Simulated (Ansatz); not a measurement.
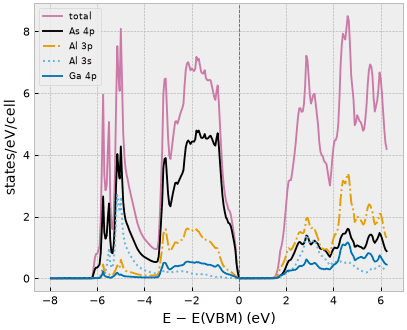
Total and projected density of states of Al$_{3}$GaAs$_{4}$ in space group P-4m2 (No. 115; Pearson symbol tP8), plane-wave PAW PBE (Ansatz code)

Q: Which orbitals carry the states next to the gap?

A: Top 1 eV of the valence band: As 4p 78 %, Al 3p 13 %, Ga 4p 6 %. Bottom 1 eV of the conduction band: Al 3p 32 %, As 4p 16 %, As 4s 15 %, Ga 4s 12 %, Ga 4p 8 %, Al 3s 7 %, outside the projected shells 9 %. Projections are on Löwdin-orthogonalised atomic valence shells; empty p or d shells of many metals are not among them.

Q: Where is the tallest occupied peak in this window, and what makes it?

A: Near -5.0 eV, about 8.1 states/eV per cell; the largest projected share is As 4p.

The start of the workflow was typed in or built on a structure type; neither database checked (COD, Materials Project) lists it. Its standing as an ambient phase is unchecked. The PBE relaxation kept the symmetry of its start; whether a distortion lowers the energy is not shown. Scalar-relativistic: spin–orbit coupling is off unless named, which matters more the heavier the elements.

Potentials: the earlier of the program's two PAW sets.
